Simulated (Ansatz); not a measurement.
Run report: MoHBrCl5F, nudged elastic band (part 2 of 2)

MoHBrCl5F; RKS PBE/def2-SVP (Ansatz 0.2.0). The run did not end well. It belongs to a series of runs on one base structure; here: band between the two ends.

Geometry of the input (Å):
```
Mo -0.1213  -0.1988  -0.1907
Cl -0.0276  -0.0906  2.1611
Cl 2.1730  -0.2224  -0.2848
Cl -0.1398  2.1059  -0.2645
F  -1.9819  -0.1765  -0.0385
Cl -0.2058  -2.5055  -0.0496
Cl -0.3070  -0.3086  -2.4852
Br 2.4579  2.7342  2.1157
H  1.5616  1.6511  2.4629
```

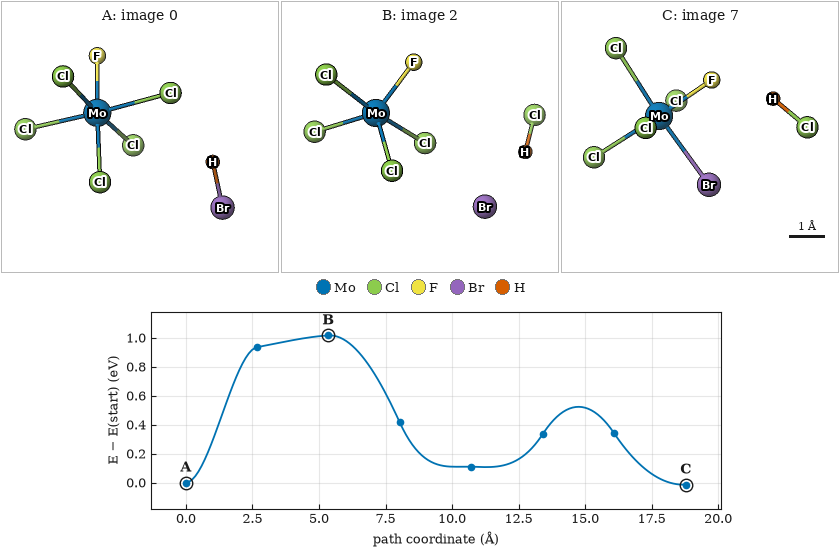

**Figure 1.** Images of the last band (counted from 0; ball-and-stick, seen at a tilt) above the energy along the path; the line is a cubic interpolation that uses the forces. The highest image is number 2, 1.016 eV above the start and 1.030 eV above the end; the end lies 0.014 eV below the start. The path is 18.78 Å long. The band had not converged after 57 iterations.

```
Unfinished report: {"positions_ang":[[0.029321010261191903,-0.532071334445782,-0.8113342325982908],[-0.39515095896336694,2.0017241610557646,3.8419811642700044],[2.2531171598152286,-0.5486662024258103,-0.9363325750673738],[0.08875427251486054,1.331083712783198,0.4808693663346637],[-0.7124302009078807,-1.4157069994007403,0.608609440558581],[-0.276829636802144,-2.4663424995936327,-2.0432597370646186],[-0.8450603445769689,0.6653161854025893,-2.5199152482457885],[2.4890887985006938,1.8821504778704945,1.5699018077792206],[0.7782899101583844,2.071411508753916,3.2358810140336067]],"unchecked":["starts","cluster_reference","orbital_swaps","neighbouring_geometries","increment"],"mean_field":{"relativity":"none","state":{"energy":{"ev":-137185.80480590058,"hartree":-5041.485338738559},"converged":true,"gradient_ev":0.0000269375713485682,"stability":{"kind":"minimum","curvature_ev":11.585161507366228},"curvature_floor_ev":0.00030000000000000003,"spin_squared":0.0},"others":[],"fillings":{"estimated":0,"unestimated":0,"tried":0,"untried":0,"excluded_magnetic_sites":0},"n_dropped_functions":0,"n_trapped_functions":0,"passes":{"evaluations":4,"products":32},"factors":{"origin":"density fitting in generated functions","count":1829,"bound_ev":null},"gradient_stop_ev":0.00009,"reference_kind":"stationary","functional":{"name":"PBE","citations":["Perdew, Burke & Ernzerhof, Phys. Rev. Lett. 77, 3865 (1996) doi:10.1103/PhysRevLett.77.3865"],"text":"name \"PBE\"\ncite \"Perdew, Burke & Ernzerhof, Phys. Rev. Lett. 77, 3865 (1996) doi:10.1103/PhysRevLett.77.3865\"\nparent pbe\nparameter kappa = 0.804\nparameter beta = 0.06672455060314922\nexchange = pbe_x(kappa = kappa, mu = beta*pi^2/3)\ncorrelation = pbe_c(beta = beta)\n","parameters":{"beta":{"value":0.06672455060314922,"default":0.06672455060314922},"kappa":{"value":0.804,"default":0.804}},"final_grid":{"core_spheres":13.0,"valence_spheres":11.0,"degree":36.0},"final_grid_parameter_source":"default","radial_points_factor":1.0,"radial_grid_error_ev":3.125828648923977e-7,"grid_sensitivity":"normal","grid_sensitivity_ratio":0.001870803151768979},"unsmoothed_excess_ev":-0.00007215073092830297,"symmetry":{"irreps":["A"],"axes":[[0.9919159317709083,0.09732472436413067,-0.0814290017530425],[-0.08493552242554572,0.9859560095501343,0.14379396462395486],[0.09428012160233264,-0.13571530959851782,0.9862518002068377]],"occupied":[{"A":72},{"A":72}]},"density_repulsion":{"missed_ev":0.00010923009269054619,"excess_ev":0.00010923009036618327,"most_excess_ev":0.001872,"are_drawn_again":false,"n_first_factors":1829,"energy_change_ev":0.0,"n_dropped_ends":0},"direct_passes":"host"},"factors":{"origin":"density fitting in generated functions","count":1829,"bound_ev":null},"n_frozen":0,"n_occupied":[72,72],"n_virtual":[100,100],"reference":{"ev":-137185.80480590058,"hartree":-5041.485338738559},"total":{"ev":-137185.80480590058,"hartree":-5041.485338738559},"forces_ev_per_angstrom":[[0.014731254725495297,0.01929256009572026,-0.022522929967645527],[0.1142430934463024,0.0025708105511476776,-0.05379945511588936],[0.0014748268489963416,0.003308897878781053,0.002027082440646173],[0.025210181244556616,0.007036314360877354,-0.003710664424572529],[-0.028499582348213672,-0.007429500051675541,0.018314252165806896],[0.00007953394766503234,-0.006531172708015963,-0.0029545434349137097],[0.0013759888980556555,-0.011735234672635046,0.00801009795310466],[-0.021437936580758335,0.007436451422227966,-0.007069614368769312],[-0.10717736021455132,-0.013949126911501311,0.06170577472114835]],"charge_distribution":{"dipole_moment_e_ang":[-0.060985408788014804,-0.2644978029534703,-0.7092327883381944],"mulliken_charges_e":[0.42565640139944705,-0.18818352177162723,0.027460694807881936,0.06713133028724982,-0.195438704664328,-0.061371207571706776,-0.01929327653123636,-0.20449199629280912,0.14853028033712934],"lowdin_charges_e":[-1.8556109286195142,0.00930290123415034,0.5197581574670522,0.5742941487372804,0.11704802541892789,0.39920554227786553,0.4597335479047189,-0.1343800415317702,-0.08935135288873286]},"n_threads":4,"memory_gib":4.261363637633622,"seconds":{"hamiltonian":3.229013889,"orbitals":0.0,"second_order":0.0,"solver_start":0.0,"cycles":0.0,"cycle":0.0,"perturbative":0.0,"full_ci_increment":0.0,"forces":0.0}}
this run last wrote the band of iteration 57 to [file]
Error: NEB band did not converge after 57 iterations: max|band force component| = 1.22e-1 eV/Å (threshold 5.0e-2); raise `neb.max_iterations` in a new run, which can start from the last band evaluated (`neb.initial_path`, with `crystal.atoms` and `neb.final_atoms` set to its first and last images), add images, or start from endpoints closer to local minima. Where this run's directory can be resumed (`checkpoint.write`), a resume goes on for up to `neb.max_iterations` more; to start a new run from the last band, take its images' positions from the `neb_iteration` event of iteration 57 (`data.images[].positions_ang`), in the event stream of the run that computed that iteration (not this run's, if it was resumed behind it). With `checkpoint.write`, `steps/00-neb/state/checkpoint.json` in the run directory holds the last saved band, under `neb.evaluated.images[].positions_ang` (a band under a hybrid functional on support functions is neither saved nor resumed: `neb.initial_path` says where its path is): check the last entry of `neb.iterations` there, which is earlier than 57 if that iteration was not saved or its write failed. If the band's step has no `state` directory and holds `state.next`, a write was cut short, and the file is under `state.next` instead (behind a loss of power it can be under `state.prev`)
this run wrote the band of iteration 57 to [file] as well, whether or not its events were kept: a new run's `neb.initial_path` can list its `images[].positions_ang`
a run's events are kept only if it was started with --events-out <file>, and are in that file
```

The last band as extended XYZ (Å, eV, eV/Å):
```
9
Properties=species:S:1:pos:R:3:forces:R:3 image=0 energy=-137186.82106
Mo   -0.1213   -0.1988   -0.1907    0.0080  -0.0025   0.0111
Cl   -0.0276   -0.0906    2.1611   -0.0013   0.0008  -0.0069
Cl    2.1730   -0.2224   -0.2848    0.0003  -0.0019  -0.0006
Cl   -0.1398    2.1059   -0.2645   -0.0018   0.0001   0.0011
F    -1.9819   -0.1765   -0.0385   -0.0041   0.0033  -0.0027
Cl   -0.2058   -2.5055   -0.0496    0.0024  -0.0014   0.0000
Cl   -0.3070   -0.3086   -2.4852   -0.0028   0.0015  -0.0019
Br    2.4579    2.7342    2.1157   -0.0034  -0.0047  -0.0008
H     1.5616    1.6511    2.4629    0.0027   0.0048   0.0007
9
Properties=species:S:1:pos:R:3:forces:R:3 image=1 energy=-137185.88575
Mo   -0.0845   -0.3435   -0.6321    0.0361   0.0239  -0.0058
Cl    0.1746    0.7826    3.5253    0.0174  -0.0186  -0.0158
Cl    2.0515   -0.6084   -0.0593   -0.0045   0.0083  -0.0039
Cl    0.0386    1.8771   -0.1494    0.0122   0.0165  -0.0034
F    -1.3615   -0.5254    0.6565   -0.0263   0.0175   0.0049
Cl   -0.4299   -2.5638   -1.1760   -0.0019  -0.0087   0.0231
Cl   -0.2474    0.1732   -2.8291   -0.0013  -0.0167   0.0007
Br    2.2422    2.6387    1.2179   -0.0119   0.0080  -0.0150
H     1.0255    1.5584    2.8727   -0.0197  -0.0303   0.0152
9
Properties=species:S:1:pos:R:3:forces:R:3 image=2 energy=-137185.80473
Mo    0.0293   -0.5321   -0.8113    0.0147   0.0193  -0.0225
Cl   -0.3952    2.0017    3.8420    0.1142   0.0026  -0.0538
Cl    2.2531   -0.5487   -0.9363    0.0015   0.0033   0.0020
Cl    0.0888    1.3311    0.4809    0.0252   0.0070  -0.0037
F    -0.7124   -1.4157    0.6086   -0.0285  -0.0074   0.0183
Cl   -0.2768   -2.4663   -2.0433    0.0001  -0.0065  -0.0030
Cl   -0.8451    0.6653   -2.5199    0.0014  -0.0117   0.0080
Br    2.4891    1.8821    1.5699   -0.0214   0.0074  -0.0071
H     0.7783    2.0714    3.2359   -0.1072  -0.0139   0.0617
9
Properties=species:S:1:pos:R:3:forces:R:3 image=3 energy=-137186.40235
Mo    0.4193   -0.1507   -0.5276    0.2093   0.0749   0.0587
Cl   -0.4922    1.9648    3.9196    0.0523   0.0114  -0.0485
Cl    2.4677   -0.1637   -1.5650    0.0133   0.1505  -0.1742
Cl    0.0335    2.0862   -0.0351   -0.0476   0.2452  -0.0666
F    -0.9906   -0.6329    0.5792   -0.0245   0.1287   0.0714
Cl    0.1669   -2.3423   -1.2432    0.1350  -0.0774   0.1685
Cl   -0.6325    0.4697   -2.4951   -0.0670  -0.0798   0.0063
Br    1.8362   -0.0227    1.5570   -0.1928  -0.4370  -0.0425
H     0.6009    1.7803    3.2366   -0.0780  -0.0165   0.0269
9
Properties=species:S:1:pos:R:3:forces:R:3 image=4 energy=-137186.71084
Mo    0.4796    0.1179   -0.6914    0.0493   0.0278   0.0645
Cl   -0.0799    0.5637    4.5656    0.0046   0.0122  -0.0226
Cl    2.4295    0.1671   -1.9136    0.0123  -0.0076  -0.0226
Cl    0.1212    2.3779   -1.0726    0.0060   0.0007  -0.0016
F    -1.1045    0.0977    0.2994   -0.0254  -0.0127   0.0120
Cl    0.7249   -2.1417   -0.2637   -0.0003   0.0004   0.0098
Cl   -0.7423   -0.3841   -2.5916   -0.0286  -0.0005  -0.0281
Br    1.7146    0.6553    1.3874    0.0064  -0.0057  -0.0279
H    -0.1340    1.5350    3.7070   -0.0243  -0.0145   0.0167
9
Properties=species:S:1:pos:R:3:forces:R:3 image=5 energy=-137186.48675
Mo    0.4232    0.3657   -0.4972    0.0293   0.0363  -0.0118
Cl    0.4579   -0.0608    3.9366    0.0160   0.0050  -0.0055
Cl    2.4690   -0.2954   -1.3307    0.0192   0.0623  -0.1772
Cl   -0.2315    2.3160   -1.5794    0.1549   0.0440  -0.0387
F    -0.9226    0.7835    0.7504   -0.1239   0.0097  -0.0539
Cl    0.2136   -1.6887    0.5357    0.1458  -0.0079   0.1000
Cl   -0.5100   -0.6103   -2.3827   -0.1499  -0.0756   0.0571
Br    1.8463    1.7674    0.9685   -0.0436  -0.0916   0.1701
H    -0.3369    0.4116    3.0252   -0.0479   0.0177  -0.0402
9
Properties=species:S:1:pos:R:3:forces:R:3 image=6 energy=-137186.48095
Mo    0.3981    0.3633   -0.5174   -0.0512   0.0299   0.0246
Cl    0.6026   -0.0740    4.1143   -0.0058  -0.0008  -0.0009
Cl    2.4270   -0.7333   -0.3164    0.0163  -0.0541   0.1706
Cl   -1.2832    1.7899   -1.2353   -0.1485  -0.0878   0.0594
F    -0.2621    0.7735    1.2044    0.1184  -0.0062   0.0334
Cl   -0.5942   -1.6570    0.0002   -0.1561   0.0059  -0.0929
Cl    0.4249   -0.2389   -2.7410    0.1459   0.0826  -0.0590
Br    1.8121    2.3742   -0.2162    0.0368   0.0527  -0.1713
H    -0.1160    0.3910    3.1336    0.0441  -0.0223   0.0361
9
Properties=species:S:1:pos:R:3:forces:R:3 image=7 energy=-137186.83507
Mo    0.2963    0.1383   -0.4610   -0.0106  -0.0048   0.0115
Cl    0.9868    1.3812    3.7499   -0.0172  -0.0169  -0.0182
Cl    2.0749   -1.2940   -0.0827   -0.0044   0.0029  -0.0022
Cl   -1.5382    1.5305   -0.6980    0.0027   0.0048   0.0027
F    -0.2685   -0.1947    1.3256    0.0084  -0.0004  -0.0200
Cl   -1.0113   -1.6668   -1.1030    0.0027  -0.0042   0.0037
Cl    0.9368    0.4812   -2.6401    0.0031   0.0025   0.0076
Br    1.6291    2.0268    0.3662   -0.0003  -0.0027  -0.0039
H     0.3031    0.5864    2.9695    0.0156   0.0190   0.0189
```
